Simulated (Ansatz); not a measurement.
# AlBrH$_{5}$P: what the fields show

```json
{"atom": "Al", "x (Å)": "-0.9679", "y (Å)": "-0.6538", "z (Å)": "-0.2484"}
{"atom": "Br", "x (Å)": "1.0122", "y (Å)": "0.3364", "z (Å)": "-1.9894"}
{"atom": "H", "x (Å)": "-0.6867", "y (Å)": "-2.1788", "z (Å)": "-0.5873"}
{"atom": "H", "x (Å)": "-2.1571", "y (Å)": "0.1326", "z (Å)": "-0.9462"}
{"atom": "H", "x (Å)": "1.7176", "y (Å)": "0.9465", "z (Å)": "-0.9125"}
{"atom": "P", "x (Å)": "-0.1612", "y (Å)": "0.1761", "z (Å)": "1.7925"}
{"atom": "H", "x (Å)": "0.0652", "y (Å)": "1.4946", "z (Å)": "1.3103"}
{"atom": "H", "x (Å)": "1.1779", "y (Å)": "-0.2534", "z (Å)": "1.5810"}
```

The product side of a reaction path; geometry: PBE0-D4/def2-TZVP.

Level of theory: RKS PBE0-D4/def2-TZVPP (Ansatz).

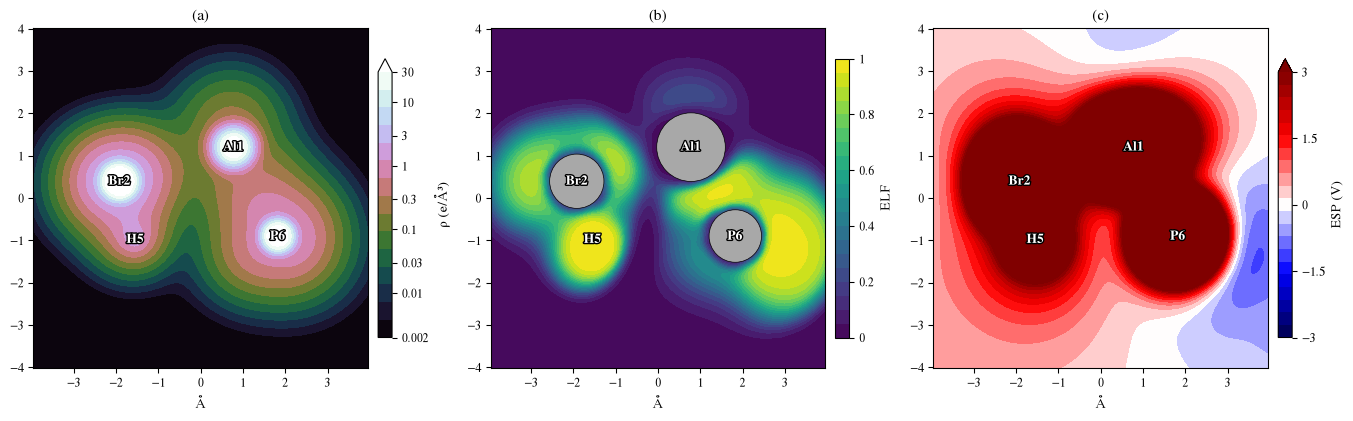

Figure 1. (a) total electron density; (b) electron localisation function; (c) molecular electrostatic potential on the plane of atoms Br2, Al1 and P6. Grey discs cover the atomic cores in the ELF map.

Question: Interpret the plot.

Answer: The plane passes through Al, Br, H and P nuclei. Al–P (2.35 Å): ρ at the midpoint is about 0.57 e/Å³; the ELF peaks at about 0.95 between the atoms: a covalent bond. Al–Br (2.82 Å): ρ at the midpoint is about 0.23 e/Å³, with its minimum of 0.14 e/Å³ about 1.0 Å from Al; the ELF peaks at about 0.85 in the valence shell of Br, 1.1 Å from its nucleus, and is about 0.70 at the midpoint. Br–H (1.42 Å): the density is about 1.6 e/Å³ at the midpoint; the ELF climbs to about 1 towards the hydrogen, as it does in any bond to H. The ELF also peaks beside P6 and Br2, away from the bonds: lone-pair regions. Outside the dense part of the molecule the potential is most negative (−1.0 V) near P6.

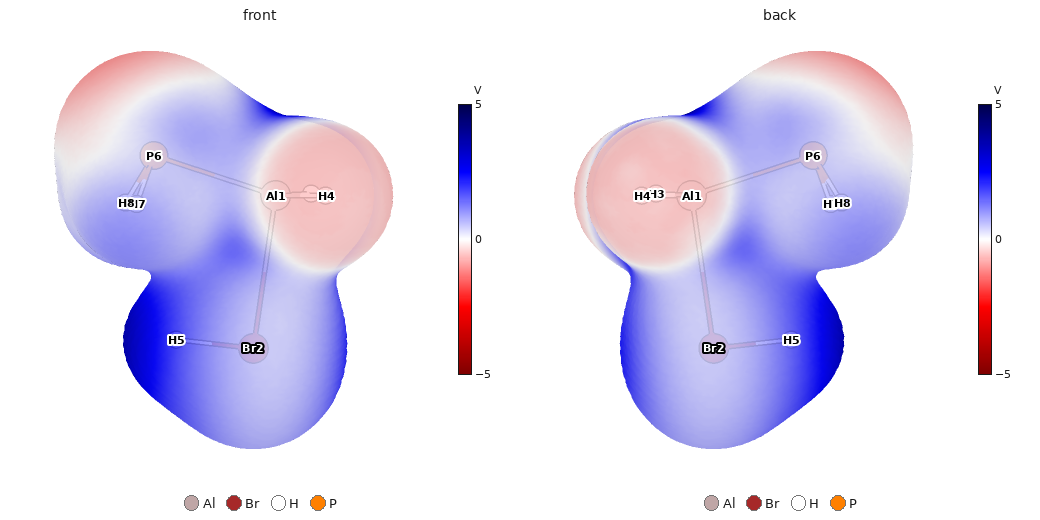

Figure 2. The molecular electrostatic potential painted on the density surface at 0.004 e/bohr³, seen from the front and from behind; the colour scale runs from red (negative) to blue (positive).

Question: Which sites attract a positive test charge, and which a negative one?

Answer: A positive charge is drawn to the negative regions and a negative charge to the positive ones. The most negative region (about −1.0 V, or −23 kcal/mol for a unit charge) lies over P6, the most positive (about +3.8 V, or +88 kcal/mol for a unit charge) over Al1.

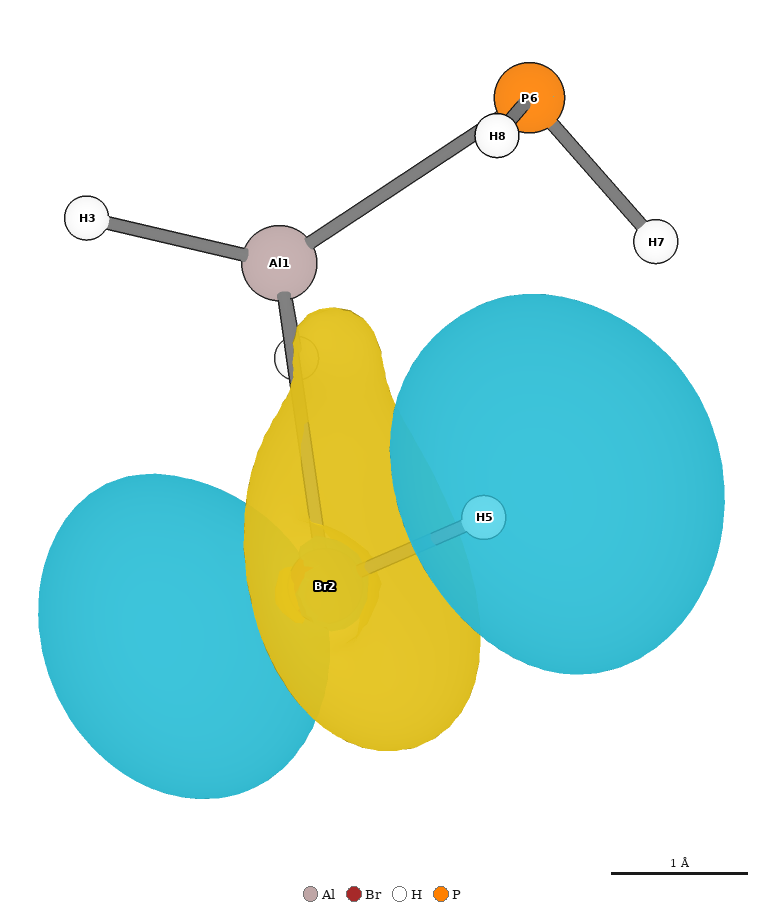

Figure 3. The LUMO at ±0.1 Å⁻³ᐟ² (yellow and cyan are the two phases), seen at an oblique angle.

Question: Where does this orbital lie, and at what energy?

Answer: Its weight (Hirshfeld) is mainly on Br2 (about 50 %) and H5 (about 35 %). Its energy is −1.15 eV.

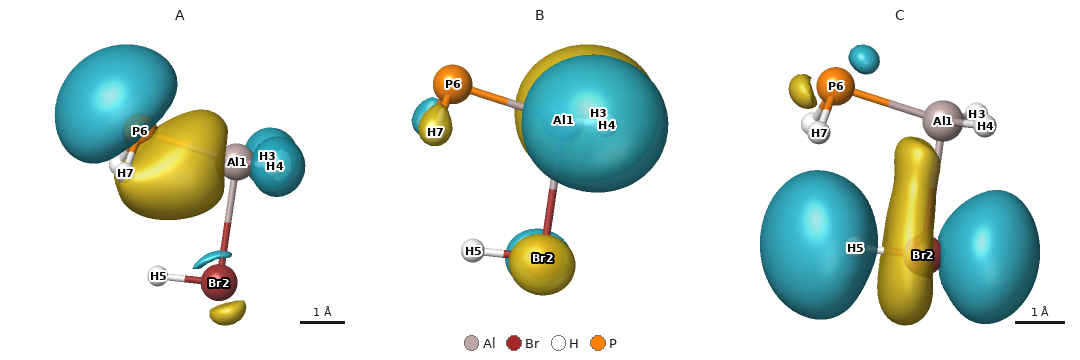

Figure 4. Three frontier orbitals at ±0.08 Å⁻³ᐟ² (yellow and cyan are the two phases), in no order.

Question: Which picture is the HOMO−1, the HOMO and the LUMO?

Answer: B is the HOMO−1 (−8.17 eV). Its weight (Hirshfeld) is mainly on Al1 (about 35 %), H3 (about 30 %) and H4 (about 30 %). A is the HOMO (−6.97 eV). Its weight (Hirshfeld) is mainly on P6 (about 70 %) and Al1 (about 15 %); largely a lone pair of P6. C is the LUMO (−1.15 eV). By Hirshfeld shares it lies mainly on Br2 (about 50 %) and H5 (about 35 %).

Question: What is the HOMO–LUMO gap?

Answer: 5.82 eV between the orbital energies.
